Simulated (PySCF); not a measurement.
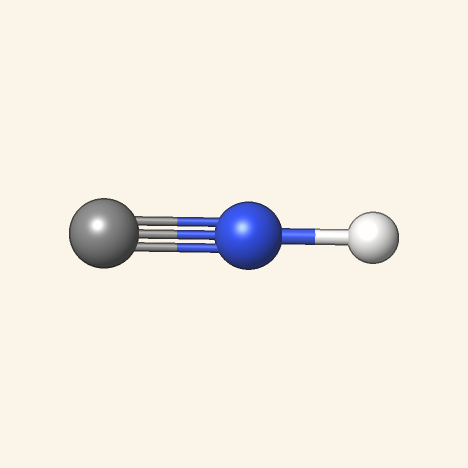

The picture shows a molecular structure as a ball-and-stick model. Multiple sticks mark multiple bonds (one Kekulé form). Colours: carbon grey, nitrogen blue, hydrogen white.

The computed structure is the end point of a GFN2-xTB optimisation. No frequency run is at hand to confirm it as a minimum.

Identify the structure.

The molecule is CHN. SMILES: `[C-]#[NH+]`. This geometry has C∞v symmetry. All atoms lie on one line. Coordination: 1 N linear.

The parts below concern this one geometry. Atoms keep their numbers from picture to picture.

Geometry

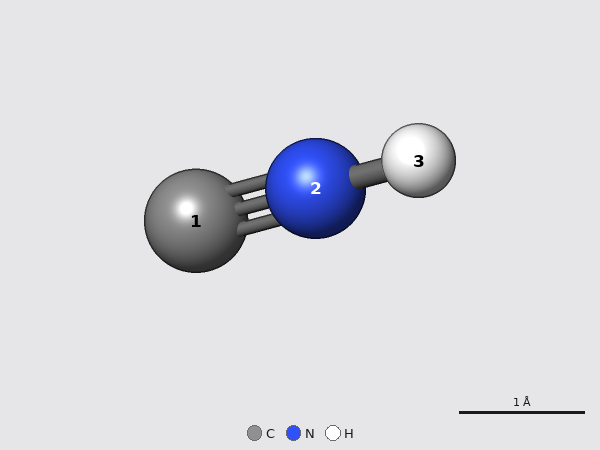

The atoms are numbered. No frequency run is at hand to confirm it as a minimum.

List the bonds and their lengths.

| bond | length (Å) | order |
| --- | --- | --- |
| C1–N2 | 1.158 | triple |
| N2–H3 | 0.998 | single |

NMR shielding

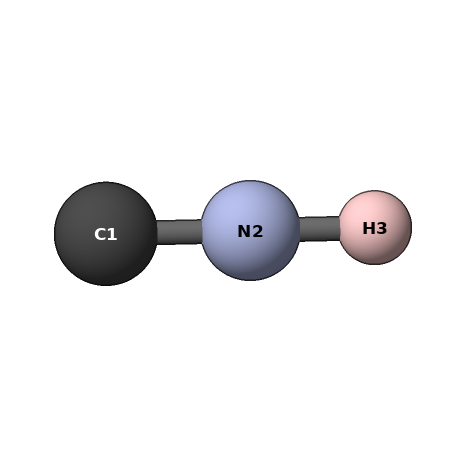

No frequency run is at hand to confirm it as a minimum. Method: GIAO PBE0/pcSseg-1 NMR shielding, non-relativistic, gas phase (PySCF 2.14.0). Principal shieldings σ11 ≤ σ22 ≤ σ33, span Ω = σ33 − σ11, skew κ = 3(σiso − σ22)/Ω.

Give the shielding tensors of the N atoms.

```tsv
atom	σ11	σ22	σ33	σiso	Ω	κ
N2	−31.0	−31.0	345.9	94.6	376.9	1.00
```

Shieldings and span in ppm.

Dipole moment

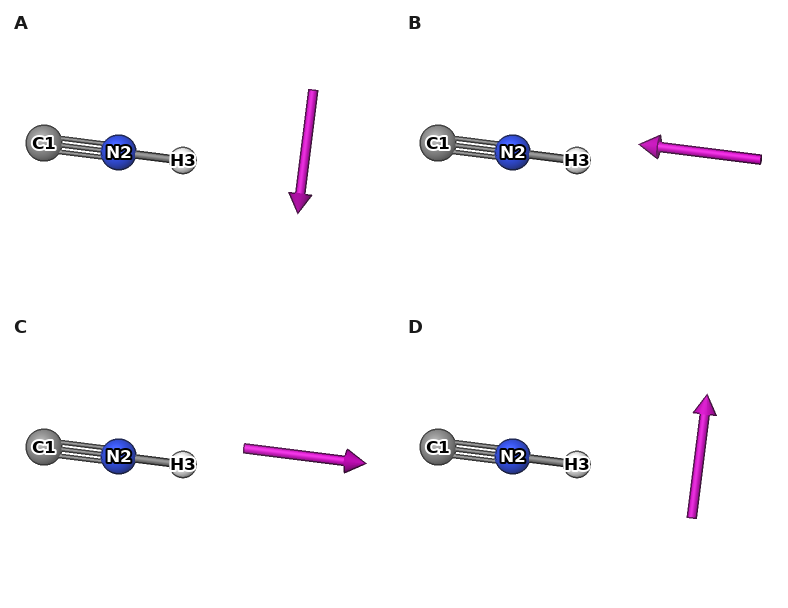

The same molecule four times, each with an arrow. No frequency run is at hand to confirm it as a minimum. Level of theory: PBE0/pcSseg-1, gas phase (PySCF 2.14.0).

Question: Which arrow points along the dipole moment, from the negative to the positive end?

Answer: C. The dipole moment is 3.00 D; it points from the side of C1 to the side of H3 (the outermost atoms at the two ends).

Spin–spin coupling

No frequency run is at hand to confirm it as a minimum. Method: B3LYP/pcJ-1 indirect spin-spin coupling, non-relativistic, gas phase (PySCF 2.14.0). Isotopes: 13C, 1H, 15N.

Give the spin–spin coupling constants of these pairs, with the number of bonds between them: C1/N2, N2/H3, C1/H3.

```tsv
pair	bonds apart	J (Hz)
C1, N2	1	−11.2
N2, H3	1	−125.6
C1, H3	2	16.2
```
